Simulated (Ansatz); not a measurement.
# BNH3 (SMILES B[NH]): UPBE0/def2-TZVPP

Aim: the electronic atomisation energy of BNH3 at UPBE0/def2-TZVPP, from 4 runs. 

Program for the calculation: Ansatz 0.2.0.

45 further runs of the same task are left out: 45 set aside as unsound or not needed.

## Step 1: Starting point

The species is BNH3 (5 atoms), meant as a doublet with charge 0. SMILES: `B[NH]`. Geometry: relaxed at PBE0-D4/def2-TZVP.

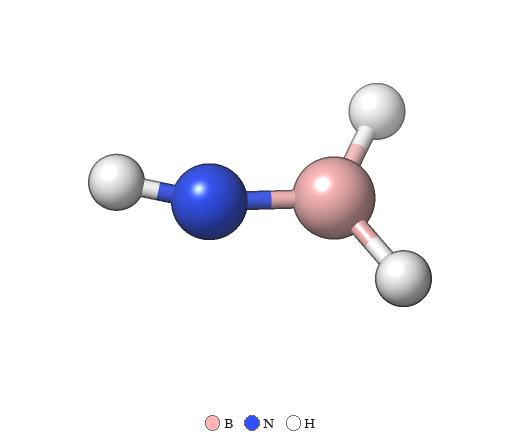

The structure, seen from a chosen angle (boron pink, nitrogen blue, hydrogen white).

## Step 2: The energy at UPBE0/def2-TZVPP

Input file input.yaml:

```yaml
crystal:
  periodic: [false, false, false]
  atoms:
    - {symbol: B, position_ang: [-0.310800, -0.370100, -0.091600]}
    - {symbol: N, position_ang: [0.531200, 0.655200, -0.019800]}
    - {symbol: H, position_ang: [-0.414800, -1.107400, 0.862500]}
    - {symbol: H, position_ang: [-0.964100, -0.573100, -1.081900]}
    - {symbol: H, position_ang: [1.208400, 1.321700, 0.289300]}
basis:
  gaussian: {orbitals: def2-TZVPP}
magnetization: {spin_polarized: true, initial_magnetization: 1}
hamiltonian: {xc: pbe0}
accuracy: high
output: {orbitals: {seedname: orbitals}}
```

Started as:

```console
ansatz run input.yaml --threads 1 --pin off --max-ram 3480MiB --events-out events.jsonl --progress --plain --runs-dir runs
```

Standard output:

```text
Warning: RAYON_NUM_THREADS=1 ignored (pool sized by the plan → 1); use --threads N
Functional definition: PBE0
  name "PBE0"
  parameter a = 0.25
  parameter kappa = 0.804
  parameter beta = 0.06672455060314922
  exchange = (1 - a)*pbe_x(kappa = kappa, mu = beta*pi^2/3) + a*exact_x
  correlation = pbe_c(beta = beta)
1698 factors; integrals over basis functions are off by at most 3.1e-9 eV
mean field evaluation 1: about -2206.8662 eV, gradient 3.3e1 eV
mean field evaluation 2: about -2199.4453 eV, gradient 5.0e1 eV
mean field evaluation 4: about -2211.6072 eV, gradient 2.8e0 eV
mean field evaluation 8: about -2211.6581 eV, gradient 3.2e-2 eV
mean field evaluation 16: about -2211.6581 eV, gradient 1.6e-5 eV
mean field -2211.65813850 eV, -81.2769374741 hartree, gradient 5.6e-8 eV, S^2 0.758899; 0 other end points of the search recorded, 0 dependent functions left out
reference -2211.65814100 eV, -81.2769375661 hartree; 8, 7 occupied and 96, 97 virtual orbitals, 1698 factors
Total energy: -2211.65814100 eV, -81.2769375661 hartree
```

Wall time 6.3 s (1 thread of Arm Neoverse V1, shared host); peak memory 0.27 GiB.

## Step 3: The B atom

Input file job.yaml:

```yaml
crystal:
  periodic: [false, false, false]
  atoms:
    - symbol: B
      position_ang: [0.000000, 0.000000, 0.000000]
basis:
  gaussian: {orbitals: def2-TZVPP}
magnetization: {spin_polarized: true, initial_magnetization: 1}
hamiltonian: {xc: {name: PBE0}}
accuracy: high
```

Run the same way, it converges to -24.61828 Eh (log not shown).

## Step 4: The H atom at the same level

Input file in.yaml:

```yaml
crystal:
  periodic: [false, false, false]
  atoms:
    - {symbol: H, position_ang: [0.000000, 0.000000, 0.000000]}
basis:
  gaussian:
    orbitals: def2-TZVPP
accuracy: high
hamiltonian:
  xc: pbe0
magnetization:
  spin_polarized: true
  initial_magnetization: 1
```

Run the same way, it converges to -0.50104 Eh (log not shown).

## Step 5: The N atom

Input file job.yaml:

```yaml
crystal:
  periodic: [false, false, false]
  atoms:
    - {symbol: N, position_ang: [0.000000, 0.000000, 0.000000]}
basis:
  gaussian:
    orbitals: def2-TZVPP
magnetization:
  spin_polarized: true
  initial_magnetization: 3
hamiltonian:
  xc: pbe0
accuracy: high
```

Started as:

```console
ansatz run job.yaml --threads 1 --pin off --max-ram 3480MiB --events-out events.jsonl --progress --plain --runs-dir runs
```

Standard output:

```text
Warning: RAYON_NUM_THREADS=1 ignored (pool sized by the plan → 1); use --threads N
[... 7 set-up lines as earlier in the session ...]
312 factors; integrals over basis functions are off by at most 3.3e-9 eV
mean field evaluation 1: about -1484.0714 eV, gradient 6.3e0 eV
mean field evaluation 2: about -1484.1660 eV, gradient 3.4e0 eV
mean field evaluation 4: about -1484.2131 eV, gradient 2.2e-1 eV
mean field evaluation 8: about -1484.2130 eV, gradient 5.3e-4 eV
mean field -1484.21295002 eV, -54.5438198774 hartree, gradient 9.3e-9 eV, S^2 3.752998; 0 other end points of the search recorded, 0 dependent functions left out
reference -1484.21295125 eV, -54.5438199228 hartree; 5, 2 occupied and 26, 29 virtual orbitals, 312 factors
Total energy: -1484.21295125 eV, -54.5438199228 hartree
```

It took 0.44 s on 1 thread of Arm Neoverse V1, shared host.

## Step 6: What came out

Level: UPBE0/def2-TZVPP.

| quantity | value |
| --- | --- |
| molecule: total energy | -81.27694 Eh |
| molecule: HOMO energy (highest over α and β) | -7.87 eV |
| molecule: LUMO energy (lowest over α and β) | -3.10 eV |
| molecule: ⟨S²⟩ | 0.759 |
| B atom: total energy | -24.61828 Eh |
| B atom: ⟨S²⟩ | 0.754 |
| H atom: total energy | -0.50104 Eh |
| H atom: ⟨S²⟩ | 0.750 |
| N atom: total energy | -54.54382 Eh |
| N atom: ⟨S²⟩ | 3.753 |
| electronic atomisation energy | 16.646 eV |

Taking the molecule apart into free atoms costs 16.65 eV (1606 kJ/mol), before zero-point energy and without spin-orbit coupling.
